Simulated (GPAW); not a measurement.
C (Fd-3m): refractive index against wavelength

The refractive index of C (Fd-3m) below the direct gap (5.55 eV on the mesh) is read from one computed spectrum, n = √(Re ε).

Cell: a, b, c = 2.522, 2.522, 2.522 Å (primitive vectors), 2 atoms.

Method: GPAW 26.7.0, LDA, RPA, k-mesh 17×17×17, local fields up to 50 eV, Lorentzian half width 0.15 eV.

Launch of the response step: `OMP_NUM_THREADS=1 python df.py`. The run took 15 s, its band step included, on 1 thread of Arm Neoverse V2 (shared host).

| wavelength (nm) | photon energy E (eV) | n |
| --- | --- | --- |
| 850 | 1.459 | 2.4299 |
| 700 | 1.771 | 2.4396 |
| 633 | 1.959 | 2.4465 |
| 532 | 2.331 | 2.4626 |
| 450 | 2.755 | 2.4855 |
| 405 | 3.061 | 2.5054 |
| 365 | 3.397 | ? |

In the single-oscillator model n² − 1 = E₀E_d/(E₀² − E²), so 1/(n² − 1) = E₀/E_d − E²/(E₀E_d) is linear in E².

Working, on the rows shown:

| x = E² (eV²) | y = 1/(n² − 1) |
| --- | --- |
| 2.12762 | 0.203898 |
| 3.13716 | 0.201953 |
| 3.83641 | 0.200587 |
| 5.43137 | 0.197457 |
| 7.59115 | 0.193136 |
| 9.37179 | 0.189501 |

Means: x̄ = 5.2493, ȳ = 0.19776. Σ(x − x̄)(y − ȳ) = -0.07695, Σ(x − x̄)² = 38.71. Slope = -0.07695 / 38.71 = -0.001988; intercept = ȳ − slope · x̄ = 0.20819. Turned back into n, the line misses the rows shown by at most 0.00034.

Question: Predict the last column of the withheld row from the fit.

Answer: At x = 11.538 the line gives y = 0.18526, that is 2.5294. The run gave 2.5310, so the extrapolation is off by 0.0016, 1.6 % of the range in the table.

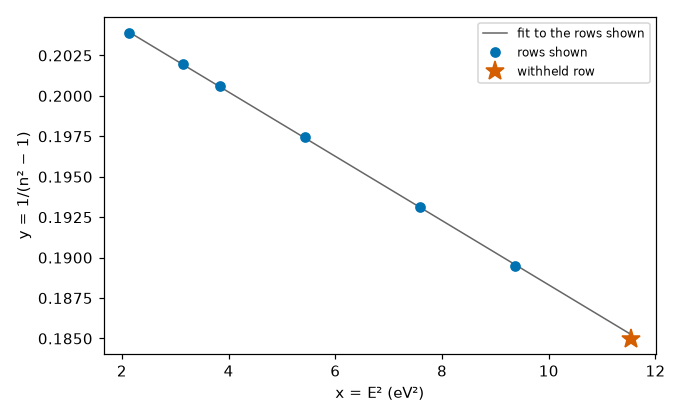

Refitted with all rows, the slope is -0.002008 and the intercept 0.20827. These give E₀ = √(intercept/−slope) = 10.18 eV and E_d = E₀/intercept = 48.9 eV; E₀ is 1.8 times the direct gap. The electronic limit at long wavelengths, without lattice vibrations, is n = √(1 + 1/intercept) = 2.409. Excitons are left out; LDA gaps are as a rule too small. The values come from a sum over the points of one k-mesh and carry its error, which grows as the direct gap shrinks. The local-field cutoff holds few shells of reciprocal vectors for this small cell, so ε∞ can read a few per cent high.
